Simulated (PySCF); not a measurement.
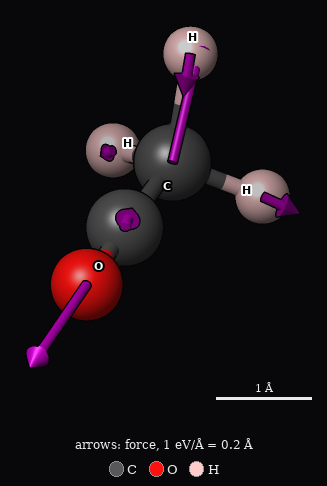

Starting geometry of C₂H₃O (charge +1) with the computed forces as purple arrows. A ball-and-stick model, seen from a free direction.

The start comes from GFN2-xTB. Its atoms were then displaced at random by about 0.03 Å.

Computed with PBE0-D3(BJ)/def2-SVP geometry optimisation, gas phase in PySCF 2.14.0, density-fitted response routines. 

**What follows when this structure is relaxed?**

It isn't relaxed: the largest force vector, on the O atom, is 8.15 eV/Å. The final displacements follow the starting forces only in part (cosine between the two patterns 0.80). After 5 geometry steps the energy has fallen by 18.2 kcal/mol. The atom that moves furthest after the best rigid fit is a C atom (0.11 Å). Largest moves by element: C 0.11 Å, O 0.09 Å, H 0.09 Å. Among the contacts that change: C–C 1.298 → 1.420 Å, C–H 1.213 → 1.106 Å, C–H 1.047 → 1.106 Å, C–O 1.070 → 1.116 Å. Bond angles that change, for instance: H–C–H 102.3° → 110.5°, C–C–H 116.5° → 108.5°, H–C–H 104.8° → 110.5°.
